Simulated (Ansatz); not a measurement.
**Fields on a plane of ZrC (rock salt)**

```yaml
crystal:
  lattice:
    - [0.00000, 2.35437, 2.35437]
    - [2.35437, 0.00000, 2.35437]
    - [2.35437, 2.35437, 0.00000]
  atoms:
    - { symbol: C, position: [0.00000, 0.00000, 0.00000] }
    - { symbol: Zr, position: [0.50000, 0.50000, 0.50000] }
```

The slice is a {110} plane (indices of the conventional cell) through the point (0.000, 0.000, 0.000) (fractional), spanned by u = [100] and v = [1 -1 -1] in vectors of this cell: u (3.33 Å) and v (4.71 Å, at 90° to u). It covers one period; positions are fractions (u, v).

Atoms on it: C at (0.00, 0.00); Zr at (0.00, 0.50).

The numbers are results of PBE (plane waves to 420 eV, PAW, scalar-relativistic; Ansatz, an electronic-structure program), not measurements. k mesh 17×17×17. Inside the PAW spheres the values are not all-electron values, and peaks at nuclei hang on which shells count as valence. ZrC is run without spin polarisation. ZrC was relaxed with its symmetry unable to fall.

```
|xxxxxx%%%%%%xxxxx|
|xxxxx%@%%%%@%xxxx|
|xxxxx@@@%%@@@xxxx|
|xxxx%@@@@@@@@%xxx|
|x=+#%@@@@@@@@%#+=|
| .:=*#@@@@@@#*=:.|
|x   :+#@@@@#+:   |
|xxxx :*%@@%*: xxx|
|xxxxx =#%%#= xxxx|
|xxxxx :*%%*: xxxx|
|xxxxxx +##+ xxxxx|
|xxxxxx +##+ xxxxx|
|xxxxxx +##+ xxxxx|
|xxxxx :*%%*: xxxx|
|xxxxx =#%%#= xxxx|
|xxxx :*%@@%*: xxx|
|x   :+#@@@@#+:   |
| .:=*#@@@@@@#*=:.|
|x=+#%@@@@@@@@%#+=|
|xxxx%@@@@@@@@%xxx|
|xxxxx@@@%%@@@xxxx|
|xxxxx%@%%%%@%xxxx|
|xxxxxx%%%%%%xxxxx|
|xxxxxx%%##%%xxxxx|
```
Scale: ten equal steps from 3.00 (start of ' ') to 11.66 (end of '@'), in the order ' .:-=+*#%@'. Values: electrostatic potential energy of an electron, from the cell's mean, in eV. The map has 17 points along u (one character each, u = 0 at the left) and 24 along v (v = 0 in the bottom row). Points within 1 Å of a nucleus are blanked (x), as the pseudised field means little there. Values under 3 eV are set to 3. The zero, the cell's mean, hangs on the PAW cores.

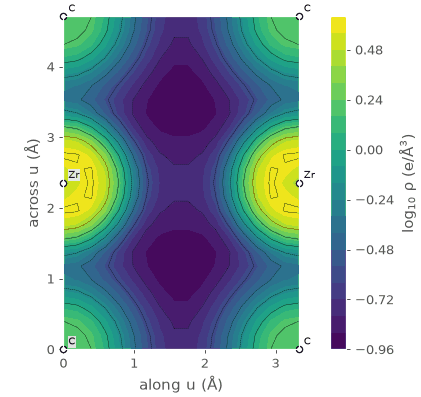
Fig. 1. Log₁₀ of the valence density in e/Å³, one period of the plane, atoms marked. The scale is logarithmic, as a density can span decades between atoms and voids.

| Item | Value |
|---|---|
| Density on the C–Zr line (2.35 Å) at its density minimum, 1.1 Å from C | 0.44 e/Å³ |
| ELF at that point | 0.3 |
